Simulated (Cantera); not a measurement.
A closed system holds: 1 mol Si, a varied amount of F₂, 0.2 mol N₂, equilibrated at 748.15 K and 0.240 bar.

These are equilibrium values from Cantera (NASA tables, ideal gas, pure condensed phases), not measurements of a reactor. Candidate condensed phases: Si, Si₃N₄; 16 gas species. N₂ is the only nitrogen source here; it is nearly inert below about 1500 K, so the nitride shown seldom forms there in practice. The numbers say what is thermodynamically allowed, not how fast it happens.

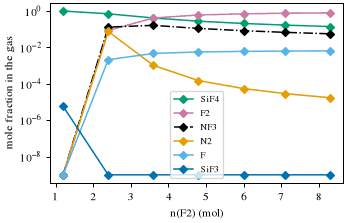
*Equilibrium gas composition (values under 1e-9 drawn at 1e-9)*

Problem. Read off the mole fractions at 6 mol F₂.

Solution. F₂ about 0.70, SiF₄ about 0.21, NF₃ about 0.083, F about 0.0061, N₂ about 5.5e-5.
